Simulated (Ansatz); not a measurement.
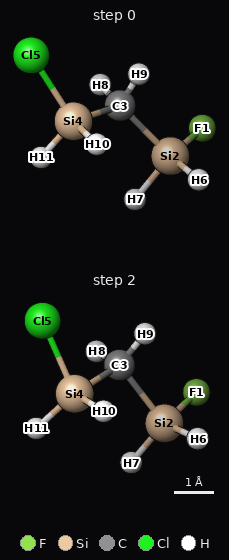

The structure of CH6ClFSi2 (charge +1, multiplicity 2) before (top) and after (bottom) a relaxation, at one scale.

Style: ball-and-stick. Shown from a free direction.

Theory: UKS B2PLYP/cc-pVTZ-DK (Ansatz).

Input
```yaml
crystal:
  periodic: [false, false, false]
  atoms:
    - {symbol: F, position_ang: [-2.905483, -0.894232, 0.342648]}
    - {symbol: Si, position_ang: [-1.638955, -0.484432, -0.599309]}
    - {symbol: C, position_ang: [-0.173080, -0.000444, 0.597768]}
    - {symbol: Si, position_ang: [1.510487, 0.503324, -0.048709]}
    - {symbol: Cl, position_ang: [2.769414, 1.169283, 1.505595]}
    - {symbol: H, position_ang: [-1.814016, 0.519894, -1.643195]}
    - {symbol: H, position_ang: [-1.057504, -1.701834, -1.335640]}
    - {symbol: H, position_ang: [-0.026001, -0.621307, 1.414463]}
    - {symbol: H, position_ang: [-0.460617, 0.758465, 1.175677]}
    - {symbol: H, position_ang: [1.530670, 1.610922, -1.114381]}
    - {symbol: H, position_ang: [2.067479, -0.535739, -0.654806]}
basis:
  gaussian: {orbitals: cc-pVTZ-DK}
total_charge: 1
magnetization: {spin_polarized: true, initial_magnetization: 1}
hamiltonian: {xc: {name: B2PLYP}}
scf: {lower_state_search: off}
relax: {f_tol: 0.001, max_steps: 3}
output: {forces: true}
```

Command:
```bash
ansatz run in.yaml --threads 4 --pin off --events-out ev --progress --plain --max-ram 10444MiB
```

Question: Describe what moved and what it gained.

Answer: The relaxation stopped without meeting its thresholds, so the last structure isn't shown to be converged. The input was poor on purpose: steps. After 2 geometry steps the energy has fallen by 1.611 eV. Largest force component: 3.9 eV/Å at the start, 0.71 eV/Å at the end. The atom that moves furthest after the best rigid fit is Cl5 (0.38 Å). By element the largest moves are Cl 0.38 Å, H 0.24 Å, F 0.24 Å, Si 0.20 Å, C 0.15 Å. Among the contacts that change: Si4–H11 1.326 → 1.469 Å, C3–H9 0.996 → 1.099 Å, Si2–H7 1.537 → 1.461 Å, C3–Si4 1.872 → 1.944 Å. Bond angles that change, for instance: C3–Si4–Cl5 111.6° → 89.7°, H8–C3–H9 92.3° → 108.9°, Si2–C3–Si4 122.0° → 106.4°.
